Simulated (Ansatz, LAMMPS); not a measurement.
# Molecular dynamics of glassy 73SiO2-12SrO-7K2O-7P2O5 (mol %) (130 atoms), part 2 of 2

Wanted: a short trajectory of glassy 73SiO2-12SrO-7K2O-7P2O5 (mol %) (130 atoms) with its pair distributions.

Ansatz 0.2.0; Kohn-Sham DFT, PBE, PAW (set soft_2), plane waves.

The cell: 30 Si, 5 Sr, 6 K, 6 P and 83 O. The quench rate of 50 K/ps is many orders above laboratory rates. The starting topology of bonds comes from the classical model. The Brillouin zone is sampled at Γ only, in a cell whose shortest periodic width is 12 Å.

So far, density (g/cm³): step 4 (structure statistics late in the run) 2.61.

## (5) Single point at the last frame

The last frame is solved once more, with the analyses that the dynamics left out.

The input, input.yaml:

```yaml
crystal:
  lattice:
    - [12.44197, 0.0, 0.0]
    - [0.0, 12.44197, 0.0]
    - [0.0, 0.0, 12.44197]
  atoms:
    - { symbol: Si, position: [0.68384, 0.64831, 0.39098] }
    - { symbol: Si, position: [0.72368, 0.28988, 0.10991] }
    - { symbol: Si, position: [0.05229, 0.19882, 0.87647] }
    - { symbol: Si, position: [0.74895, 0.0974, 0.75021] }
    [... 120 atom lines left out ...]
    - { symbol: O, position: [0.05978, 0.85606, 0.70369] }
    - { symbol: O, position: [0.60262, 0.23543, 0.10725] }
    - { symbol: O, position: [0.09099, 0.5525, 0.26276] }
    - { symbol: O, position: [0.23348, 0.99549, 0.63091] }
    - { symbol: O, position: [0.14535, 0.66403, 0.68391] }
    - { symbol: O, position: [0.52992, 0.385, 0.55639] }
kpoints:
  mp_grid: { grid: [1, 1, 1] }
hamiltonian:
  xc: pbe
scf:
  occupations: { method: fermi_dirac, width: 0.025 }
output:
  forces: true
  stress: true
  populations: true
  dos:
    method: { smearing: { sigma: 0.1 } }
    de: 0.1
    projected: { site_lists: { K: [K], O: [O], P: [P], Si: [Si], Sr: [Sr] } }
  eigenvalues: true
  write_density: true
  write_potential: true
  volumetric_format: npy
```

Launch:

```bash
ansatz run input.yaml --threads 4 --pin off --max-ram 8192MiB --backend cpu --events-out ev --progress --plain --runs-dir out
```

Wall time 52 s (4 threads of Arm Neoverse V1, shared host); peak memory 2.9 GiB.

The program notes that the exchange-correlation potential is rough where the density is thin.

Read from the output:

```
free energy                                      : -97780.9058 eV
free energy per atom                             : -752.1608 eV/atom
SCF cycles                                       : 9
pressure                                         : -0.3129 GPa
r.m.s. force component                           : 0.8999 eV/Å
longest force                                    : 4.727 eV/Å
Fermi energy                                     : 5.682 eV
gap (highest filled to lowest empty level) : 2.912 eV
spilling of the projection                       : 0.01363
```

Length of the force by element:

| element | coordination | atoms | mean length of the force (eV/Å) | spread | least | most |
| --- | --- | --- | --- | --- | --- | --- |
| K | all | 6 | 0.379 | 0.188 | 0.165 | 0.686 |
| O | all | 83 | 1.14 | 0.691 | 0.229 | 4.73 |
| P | all | 6 | 2.29 | 0.610 | 1.49 | 3.21 |
| Si | all | 30 | 1.88 | 0.837 | 0.418 | 3.85 |
| Sr | all | 5 | 0.879 | 0.578 | 0.352 | 1.97 |

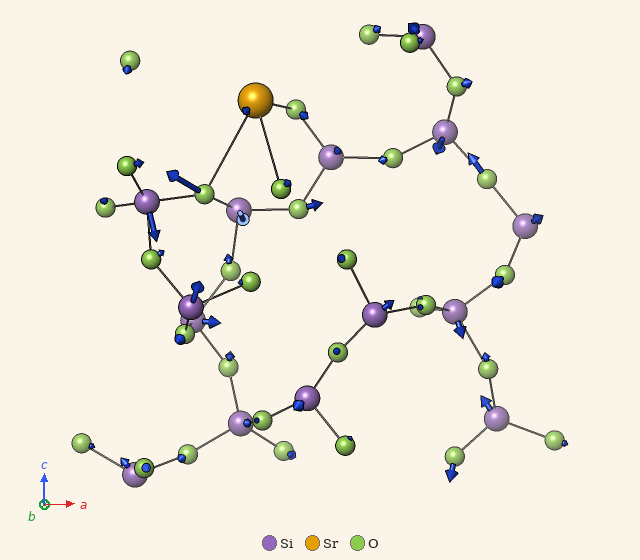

Forces as arrows; the longest in the cell is 4.73 eV/Å. Drawn is a slice 4 Å thick, seen along the normal of the ac plane. Bonds to atoms that aren't drawn are left out.

Löwdin charges by element (they lack the spilled electrons, 0.079 e an atom on average):

| element | coordination | atoms | mean charge (e) | spread | least | most |
| --- | --- | --- | --- | --- | --- | --- |
| K | all | 6 | 0.856 | 0.0145 | 0.835 | 0.875 |
| O | all | 83 | -0.828 | 0.0781 | -1.05 | -0.747 |
| P | all | 6 | 2.12 | 0.0261 | 2.09 | 2.17 |
| Si | all | 30 | 1.74 | 0.0457 | 1.64 | 1.80 |
| Sr | all | 5 | 1.80 | 0.0181 | 1.78 | 1.83 |

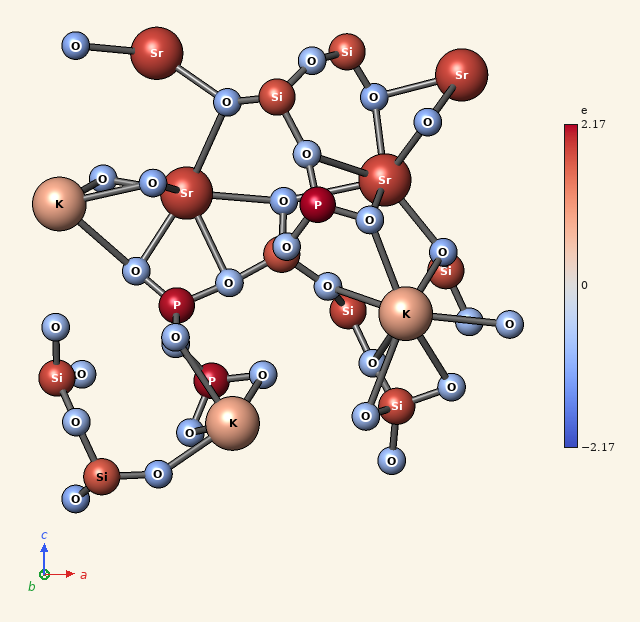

Atoms coloured by Löwdin charge. Drawn is a slice 4 Å thick, seen along the normal of the ac plane.

States in the cell by windows of 1 eV, zero at the Fermi level; the larger projections on atomic orbitals stand beside the total:

| from (eV) | to (eV) | total | O p | Si p | O s | Sr p | K p |
| --- | --- | --- | --- | --- | --- | --- | --- |
| -18 | -17 | 13.6 | 0.3 | 0.4 | 2.3 | 10.4 | 0.0 |
| -17 | -16 | 15.0 | 0.4 | 0.1 | 0.7 | 13.6 | 0.0 |
| -16 | -15 | 3.4 | 0.1 | 0.0 | 0.4 | 2.9 | 0.0 |
| -15 | -14 | 18.6 | 0.1 | 0.0 | 0.0 | 0.0 | 18.3 |
| -14 | -13 | 18.0 | 0.6 | 0.1 | 0.1 | 0.0 | 17.1 |
| -13 | -12 | 17.1 | 10.9 | 0.7 | 1.1 | 0.0 | 0.0 |
| -12 | -11 | 17.1 | 11.3 | 1.1 | 1.0 | 0.0 | 0.0 |
| -11 | -10 | 19.3 | 13.4 | 2.0 | 0.9 | 0.0 | 0.0 |
| -10 | -9 | 31.5 | 23.3 | 5.0 | 0.7 | 0.0 | 0.0 |
| -9 | -8 | 34.2 | 26.1 | 6.0 | 0.7 | 0.0 | 0.0 |
| -8 | -7 | 33.9 | 25.8 | 2.6 | 2.6 | 0.1 | 0.0 |
| -7 | -6 | 71.3 | 60.7 | 4.3 | 3.0 | 0.1 | 0.1 |
| -6 | -5 | 87.4 | 78.8 | 3.0 | 2.1 | 0.1 | 0.1 |
| -5 | -4 | 87.2 | 81.5 | 1.8 | 1.2 | 0.1 | 0.0 |
| -4 | -3 | 59.7 | 56.5 | 0.8 | 0.4 | 0.1 | 0.0 |
| -3 | -2 | 33.6 | 31.7 | 0.7 | 0.2 | 0.0 | 0.0 |
| -2 | -1 | 5.1 | 4.8 | 0.1 | 0.0 | 0.0 | 0.0 |
| -1 | 1 | 0.0 | 0.0 | 0.0 | 0.0 | 0.0 | 0.0 |
| 1 | 2 | 2.0 | 0.1 | 0.1 | 0.4 | 0.0 | 0.0 |
| 2 | 3 | 11.3 | 1.0 | 1.4 | 1.6 | 0.0 | 0.0 |
| 3 | 4 | 23.2 | 2.0 | 3.7 | 2.7 | 0.0 | 0.0 |
| 4 | 5 | 50.1 | 4.4 | 12.4 | 4.5 | 0.0 | 0.0 |

Between -26 and -18 eV lie 164 more states.

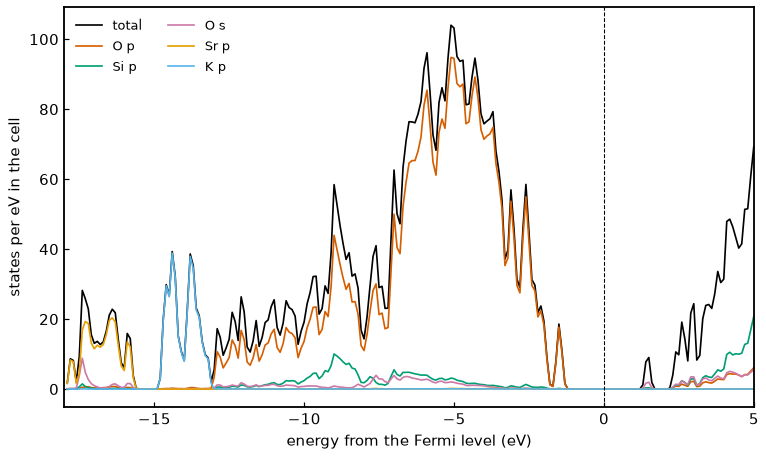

Total and projected density of states, with the broadening of the input.

The levels nearest the highest filled one (over half full), pooled over k-points and spins:

| level less the highest filled one (eV) | occupation |
| --- | --- |
| -0.805 | 2 |
| -0.652 | 2 |
| -0.622 | 2 |
| -0.502 | 2 |
| -0.0699 | 2 |
| 0 | 2 |
| 2.91 | 0 |
| 3.86 | 0 |
| 4.07 | 0 |
| 4.10 | 0 |
| 4.35 | 0 |
| 4.43 | 0 |

Mean Löwdin charges: K +0.86, O -0.83, P +2.12, Si +1.74, Sr +1.80 e (they miss 1.4 % of the electrons, so they add up to more than the cell's charge).

## (6) Results

* mean temperature, second half: 334.1 K
* temperature swing, second half: 15.45 K
* free energy per atom: -752.1608 eV/atom
* pressure: -0.3129 GPa
* r.m.s. force component: 0.8999 eV/Å
* gap (highest filled to lowest empty level): 2.912 eV
* wall time of the 3 DFT runs: 46 min

Over the second half of 130 fs the temperature averages 334 K with swings of 15 K r.m.s. The run spans 0.13 ps, too short for its means to be equilibrium values. 74 % of the oxygens bridge two formers (Si and P) and 26 % are non-bridging. Between filled and empty levels lie 2.91 eV (at Γ alone); a semilocal functional tends to put such gaps too low. In a disordered cell it changes from sample to sample, and tail or defect levels can set it.

**Limits.** The pressure of a single frame lacks the kinetic term, about 0.31 GPa here.

[Logs are printed without paths, hosts, clocks, repeated set-up lines and the standing remarks that a program may print on its own settings, such as how far it seeks lower states.]

[Hosts, paths, dates, database ids (printed as entryN), source tags and the programs' standing remarks are cut or masked in the printed files.]
